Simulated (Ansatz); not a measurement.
These are PBE (plane waves to 420 eV, PAW; Ansatz, an electronic-structure program) values and carry that method's errors.

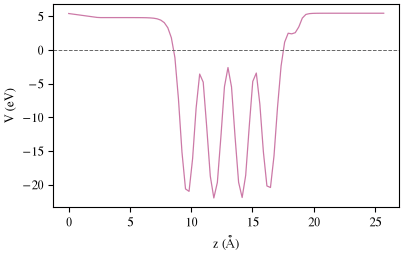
*Plane-averaged electrostatic potential energy along the normal, in eV from the Fermi level, for F on the 1x1 (110) surface of bcc W, one in a 2x2 cell, started at the site 'top W'*

Model: 17-atom slab, 6.6 Å thick at the start under the adsorbate (thin: gaps and levels are the slab's own), 6x6x1 mesh, Fermi-Dirac 0.1 eV, dipole correction, 8 atoms held, the rest relaxed; start symmetry kept, larger cells not searched; no spin, no spin-orbit, no U, no dispersion correction. At the end it is bonded to W. In PBE it is, or lies within 0.03 eV of, the lowest of the starts that converged.

The vacuum level lies 5.46 eV above the Fermi level over the top face and 4.81 eV above it under the bottom face.
